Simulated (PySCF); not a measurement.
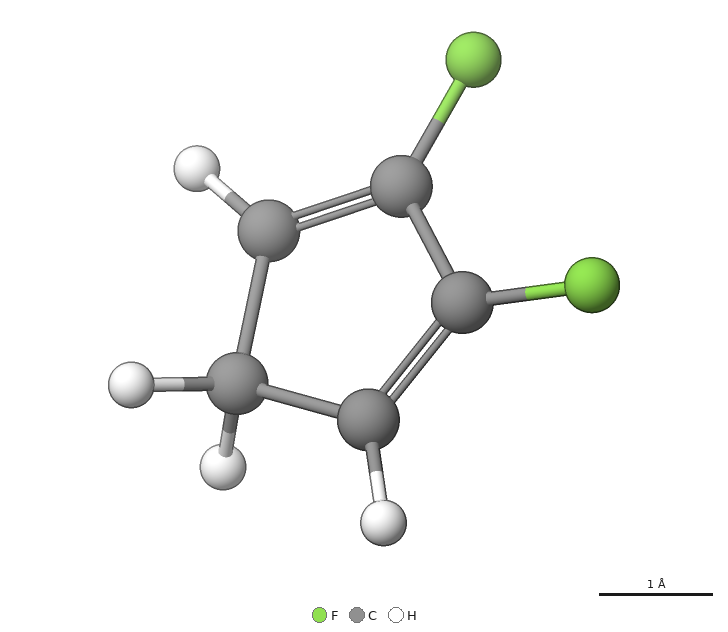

The picture shows a molecular structure as a ball-and-stick model. Double and triple bonds are drawn as two and three sticks.

**Which formula does it have?**

C₅H₄F₂, 11 atoms: 5 carbon, 4 hydrogen and 2 fluorine.

**How many sets of symmetry-equivalent atoms are there?**

6: 2 F, 2 C, 2 C, 1 C, 2 H, 2 H.

**How many bonds of each kind are drawn?**

5 C–C, 4 C–H, 2 C–F.

More results for the same structure follow; atom numbers are the same in all pictures, views and colours differ. The geometry was computed by an optimisation with PBE0-D3(BJ)/def2-SVP. No frequency run is at hand to confirm it as a minimum.

**Electronic properties**

No frequency run is at hand to confirm it as a minimum. Level of theory: PBE0/aug-cc-pVDZ, gas phase (PySCF 2.14.0).

Predict the main results.

- dipole moment: 2.70 D
- HOMO energy (Kohn–Sham orbital): −6.70 eV
- LUMO energy (Kohn–Sham orbital): −0.77 eV
- HOMO–LUMO gap: 5.93 eV

**Ring current**

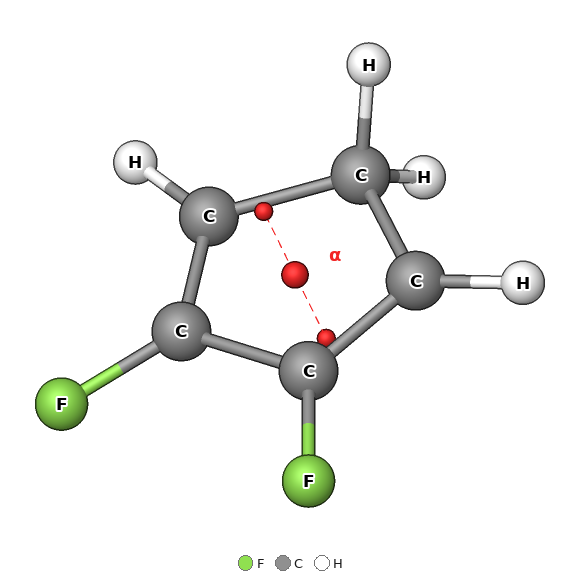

The small points mark where nucleus-independent chemical shifts (NICS) were computed: at the centre of each lettered ring and 1 Å above and below it. No frequency run is at hand to confirm it as a minimum. Level of theory: GIAO PBE0/pcSseg-2 NMR shielding, non-relativistic, gas phase (PySCF 2.14.0).

Give NICS(0), NICS(1) and the out-of-plane component NICS(1)zz for each ring (means of the two sides).

| ring | members | NICS(0) | NICS(1) | NICS(1)zz |
| --- | --- | --- | --- | --- |
| α | C5 | −9.7 | −5.0 | −11.5 |

Values in ppm.

**NMR shielding**

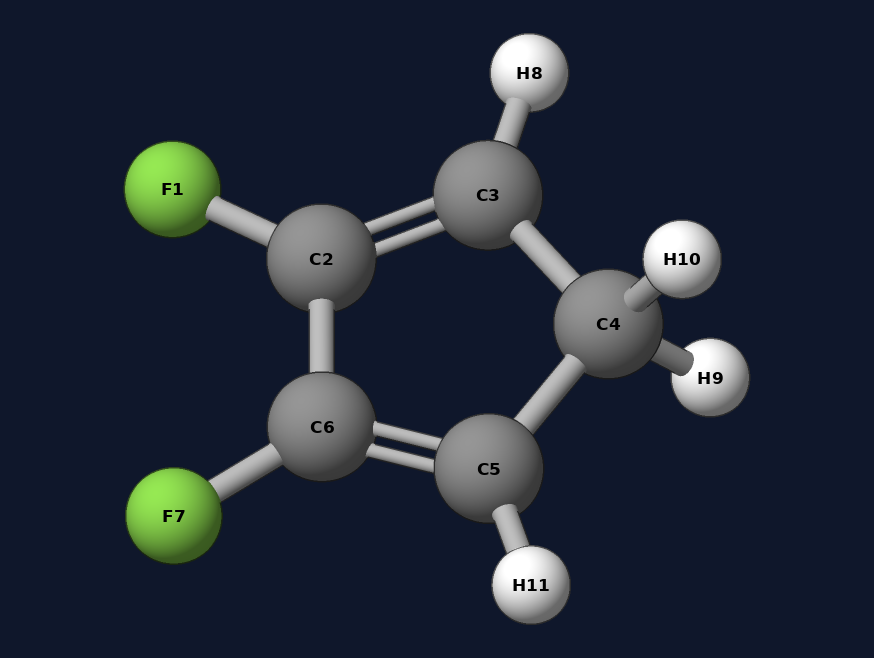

The questions are on isotropic NMR shieldings of the H atoms. No frequency run is at hand to confirm it as a minimum. Level of theory: GIAO PBE0/IGLO-III NMR shielding, non-relativistic, gas phase (PySCF 2.14.0).

List the isotropic NMR shieldings of the H atoms.

```csv
atom,σ (ppm)
H8,25.65
H9,28.49
H10,28.49
H11,25.65
```
